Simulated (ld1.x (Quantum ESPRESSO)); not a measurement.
# Run report: Si, pseudopotential generation (part 2 of 2)

The same run, continued: silicon (Si, Z = 14), core [Ne], reference valence 3s2 3p2, valence charge 4. Method: TM semilocal potential, LDA (PZ), scalar-relativistic, made with ld1.x (Quantum ESPRESSO) 7.5.

Output of the test run (extracts), continued:
```
     ---------------------- Testing the pseudopotential ----------------------

     Si
     scalar relativistic calculation

     atomic number is 14.00   valence charge is  4.00
     dft =PZ   lsd =0 sic =0 latt =0  beta=0.20 tr2=1.0E-14
     mesh =1141 r(mesh) = 100.57892 xmin = -7.00 dx = 0.01250

     n l     nl             e AE (Ry)        e PS (Ry)    De AE-PS (Ry)
     1 0     3S   1( 2.00)       -1.08744       -1.08717       -0.00026
     2 1     3P   1( 1.50)       -0.57065       -0.57046       -0.00018

     eps = 2.6E-15  iter =  9

     Etot =    -577.421518 Ry,    -288.710759 Ha,   -7856.219982 eV
     Etotps =   -11.146709 Ry,      -5.573354 Ha,    -151.658701 eV
     dEtot_ae =       0.217910 Ry
     dEtot_ps =       0.217885 Ry,   Delta E=       0.000025 Ry

     Ekin =       2.357153 Ry,       1.178577 Ha,      32.070706 eV
     Encl =     -14.407324 Ry,      -7.203662 Ha,    -196.021635 eV
     Ehrt =       4.775760 Ry,       2.387880 Ha,      64.977531 eV
     Ecxc =      -5.801462 Ry,      -2.900731 Ha,     -78.932909 eV
     (Ecc =      -3.783148 Ry,      -1.891574 Ha,     -51.472349 eV)
     Epseu=       1.929163 Ry,       0.964582 Ha,      26.247605 eV

     ---------------------- End of pseudopotential test ----------------------

     ---------------------- Testing the pseudopotential ----------------------

     Si
     scalar relativistic calculation

     atomic number is 14.00   valence charge is  4.00
     dft =PZ   lsd =0 sic =0 latt =0  beta=0.20 tr2=1.0E-14
     mesh =1141 r(mesh) = 100.57892 xmin = -7.00 dx = 0.01250

     n l     nl             e AE (Ry)        e PS (Ry)    De AE-PS (Ry)
     1 0     3S   1( 2.00)       -0.64538       -0.64546        0.00008
     2 1     3P   1( 2.30)       -0.16491       -0.16495        0.00003

     eps = 6.3E-15  iter =  7

     Etot =    -577.709759 Ry,    -288.854880 Ha,   -7860.141699 eV
     Etotps =   -11.434933 Ry,      -5.717466 Ha,    -155.580183 eV
     dEtot_ae =      -0.070331 Ry
     dEtot_ps =      -0.070338 Ry,   Delta E=       0.000008 Ry

     Ekin =       2.624097 Ry,       1.312049 Ha,      35.702663 eV
     Encl =     -16.368624 Ry,      -8.184312 Ha,    -222.706477 eV
     Ehrt =       6.520730 Ry,       3.260365 Ha,      88.719051 eV
     Ecxc =      -6.127413 Ry,      -3.063707 Ha,     -83.367702 eV
     (Ecc =      -3.783148 Ry,      -1.891574 Ha,     -51.472349 eV)
     Epseu=       1.916277 Ry,       0.958139 Ha,      26.072281 eV

     ---------------------- End of pseudopotential test ----------------------

     ---------------------- Testing the pseudopotential ----------------------

     Si
     scalar relativistic calculation

     atomic number is 14.00   valence charge is  4.00
     dft =PZ   lsd =1 sic =0 latt =0  beta=0.20 tr2=1.0E-14
     mesh =1141 r(mesh) = 100.57892 xmin = -7.00 dx = 0.01250

     n l     nl             e AE (Ry)        e PS (Ry)    De AE-PS (Ry)
     1 0     3S   1( 1.00)       -0.83439       -0.83473        0.00034
     2 1     3P   1( 2.00)       -0.33761       -0.33783        0.00022
     1 0     3S   2( 1.00)       -0.73192       -0.73114       -0.00078
     2 1     3P   2( 0.00)       -0.24557       -0.24501       -0.00056

     eps = 2.6E-15  iter = 13

     Etot =    -577.684373 Ry,    -288.842186 Ha,   -7859.796298 eV
     Etotps =   -11.409943 Ry,      -5.704971 Ha,    -155.240179 eV
     dEtot_ae =      -0.044944 Ry
     dEtot_ps =      -0.045349 Ry,   Delta E=       0.000404 Ry

     Ekin =       2.582987 Ry,       1.291494 Ha,      35.143334 eV
     Encl =     -15.764061 Ry,      -7.882030 Ha,    -214.480975 eV
     Ehrt =       5.916173 Ry,       2.958087 Ha,      80.493636 eV
     Ecxc =      -6.076108 Ry,      -3.038054 Ha,     -82.669660 eV
     (Ecc =      -3.783148 Ry,      -1.891574 Ha,     -51.472349 eV)
     Epseu=       1.931066 Ry,       0.965533 Ha,      26.273487 eV

     ---------------------- End of pseudopotential test ----------------------

     ---------------------- Testing the pseudopotential ----------------------

     Si
     scalar relativistic calculation

     atomic number is 14.00   valence charge is  4.00
     dft =PZ   lsd =1 sic =0 latt =0  beta=0.20 tr2=1.0E-14
     mesh =1141 r(mesh) = 100.57892 xmin = -7.00 dx = 0.01250

     n l     nl             e AE (Ry)        e PS (Ry)    De AE-PS (Ry)
     1 0     3S   1( 1.00)       -1.43202       -1.43155       -0.00047
     2 1     3P   1( 1.00)       -0.88956       -0.88921       -0.00035
     1 0     3S   2( 1.00)       -1.36706       -1.36591       -0.00115
     2 1     3P   2( 0.00)       -0.82875       -0.82781       -0.00094

     eps = 5.3E-15  iter =  7

     Etot =    -577.079039 Ry,    -288.539519 Ha,   -7851.560306 eV
     Etotps =   -10.804544 Ry,      -5.402272 Ha,    -147.003306 eV
     dEtot_ae =       0.560390 Ry
     dEtot_ps =       0.560050 Ry,   Delta E=       0.000340 Ry

     Ekin =       2.088603 Ry,       1.044302 Ha,      28.416892 eV
     Encl =     -12.946995 Ry,      -6.473498 Ha,    -176.152843 eV
     Ehrt =       3.715664 Ry,       1.857832 Ha,      50.554190 eV
     Ecxc =      -5.579091 Ry,      -2.789545 Ha,     -75.907399 eV
     (Ecc =      -3.783148 Ry,      -1.891574 Ha,     -51.472349 eV)
     Epseu=       1.917275 Ry,       0.958637 Ha,      26.085854 eV

     ---------------------- End of pseudopotential test ----------------------
```

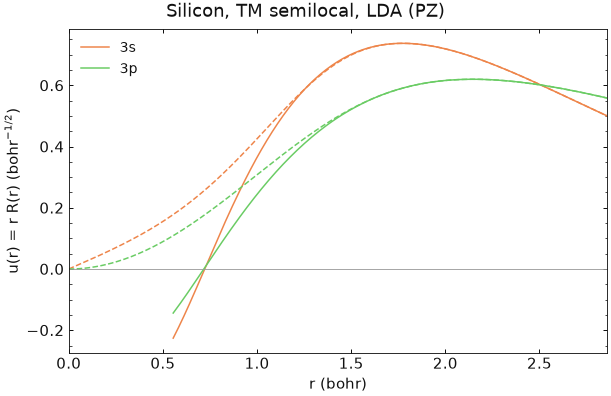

*All-electron valence functions (solid) with their pseudo partners (dashed). The innermost oscillations of some all-electron curves aren't drawn. Reference configuration 3s2 3p2.*

- Matching radii: 3s at 1.90 bohr; 3p at 2.20 bohr. The curves merge smoothly, so the plot gives these only roughly.
- Nodes of the pseudo-waves: 3s has no node; 3p has no node.

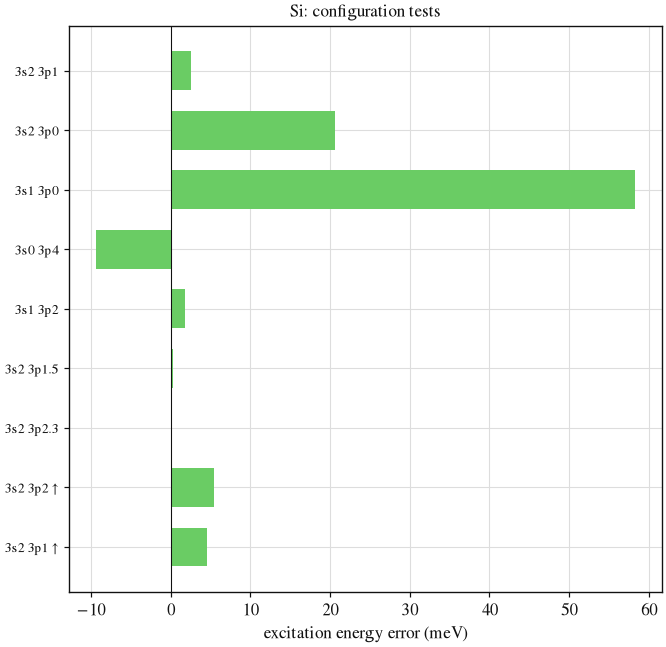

*Errors, all-electron minus pseudo, of the energies of valence configurations relative to the unpolarised reference 3s2 3p2. An arrow marks spin-polarised runs filled by Hund’s rule.*

- Worst configuration: 3s1 3p0 (charge +3): the error is +58 meV on an all-electron energy of +58.09 eV relative to the reference, or 0.1 %.
- Configurations within 10 meV and within 50 meV: 7 and 8 of 9.

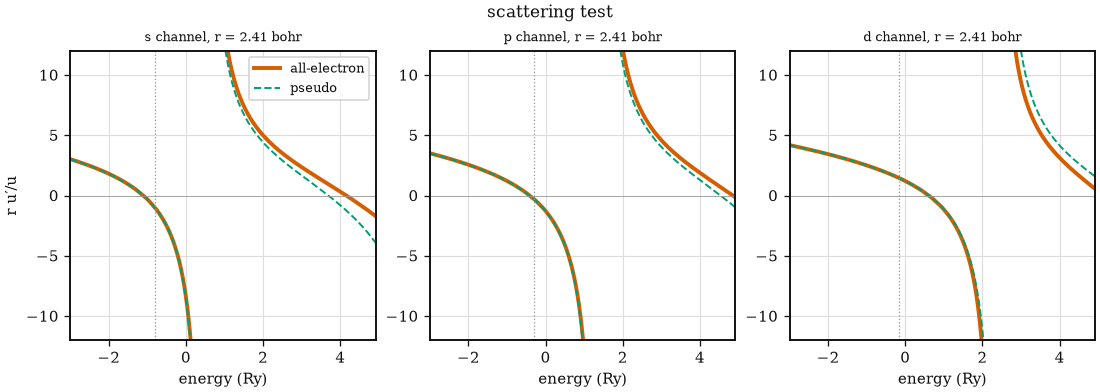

*Logarithmic derivatives r u′/u at the test radius against energy, all-electron atom (solid) and pseudo-atom (dashed). Here u = r R(r). The dotted line marks the reference energy of the channel.*

- Poles, where the radial function vanishes at the test radius: s: all-electron at 0.5 Ry, pseudo at 0.5 Ry; p: all-electron at 1.4 Ry, pseudo at 1.4 Ry; d: all-electron at 2.4 Ry, pseudo at 2.4 Ry.
- Zeros of the logarithmic derivative: s: all-electron -1.1 and 4.2 Ry, pseudo -1.1 and 3.7 Ry; p: all-electron -0.4 and 4.9 Ry, pseudo -0.4 and 4.5 Ry; d: all-electron 0.6 Ry, pseudo 0.6 Ry.
- Ghost states: the plot shows none: pseudo and all-electron curves have the same branches in all channels drawn. The separate test gives: no ghost state below the valence levels in the s, p, d channels.

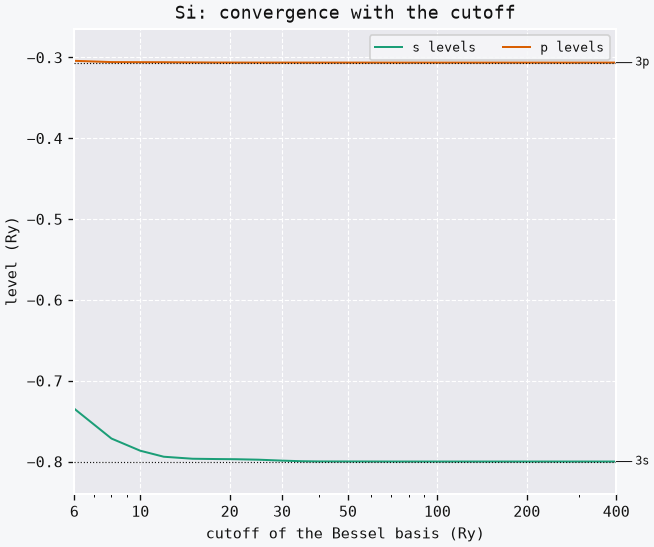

*The pseudo-atom Hamiltonian at the reference potential is diagonalised in spherical Bessel functions (20 bohr box) up to the cutoff. Curves: the lowest levels of each channel that holds a bound state. Dotted lines: the all-electron valence levels.*

- Ghost states: no ghost state below the valence levels in the s, p, d channels. The curves of the valence states settle on the dotted lines.
- All-electron valence levels: 3s: -0.80 Ry; 3p: -0.31 Ry.

Outcome of the run: generated.
